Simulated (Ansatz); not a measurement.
# SnO (litharge type, space group P4/nmm), map of one atom of the cell

SnO (litharge type, space group P4/nmm)

```yaml
crystal:
  lattice:
    - [3.77006, 0.00000, 0.00000]
    - [0.00000, 3.77006, 0.00000]
    - [0.00000, 0.00000, 4.55986]
  atoms:
    - { symbol: Sn, position: [0.50000, 0.00000, 0.25348] }
    - { symbol: Sn, position: [0.00000, 0.50000, 0.74652] }
    - { symbol: O, position: [0.00000, 0.00000, 0.00000] }
    - { symbol: O, position: [0.50000, 0.50000, 0.00000] }
```

In this cell atom 3 (O, nearest neighbour Sn at 2.211 Å; its periodic images, 3.8 Å or more away, move with it) is moved by u·(1.000, 0.000, 0.000) + v·(0.000, 1.000, 0.000); the rest is frozen.

Calculation: PBEsol-D3(BJ) (plane waves to 420 eV, PAW, scalar-relativistic; Ansatz, a program for electronic structure). k mesh 10×10×8 (Γ-centred), Fermi-Dirac smearing 0.05 eV. Energies are smeared free energies. With partly filled bands, energies and forces of such displacements shift with the k mesh and the smearing. SnO was relaxed with its symmetry unable to fall. ΔE is measured from the undisplaced structure. Axes are in Å.

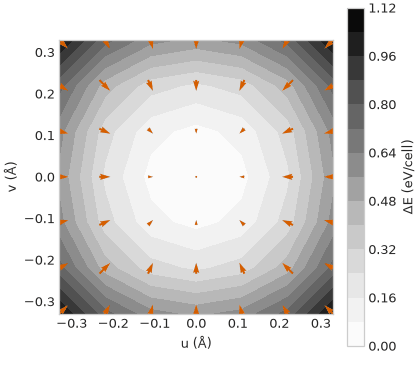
Fig. 1. ΔE (eV/cell) over the plane, with arrows for the in-plane force on the moved atom.

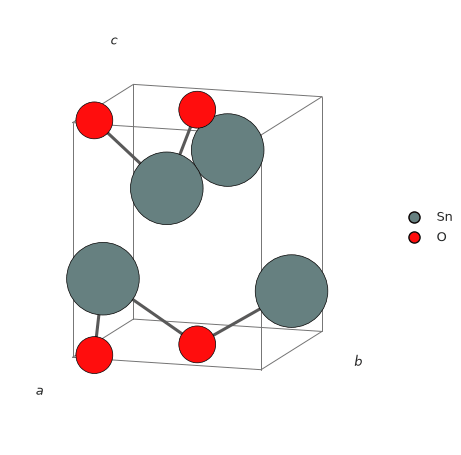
The cell of the calculation at u = -0.330 Å, v = 0.330 Å.

Principal force constants in the plane (five-point differences of the forces): 8.7 eV/Å², isotropic. Highest place on the grid, met at several equal points: u = -0.330 Å, v = -0.330 Å; u = 0.330 Å, v = -0.330 Å; u = -0.330 Å, v = 0.330 Å; u = 0.330 Å, v = 0.330 Å (1048 meV/cell). Lowest place on the grid: u = 0.000 Å, v = 0.000 Å (0 meV/cell). Centre of the map: a minimum.

(For displaced atoms, the force is minus the slope of the energy, and its curvature is a force constant, which sets phonon frequencies.)
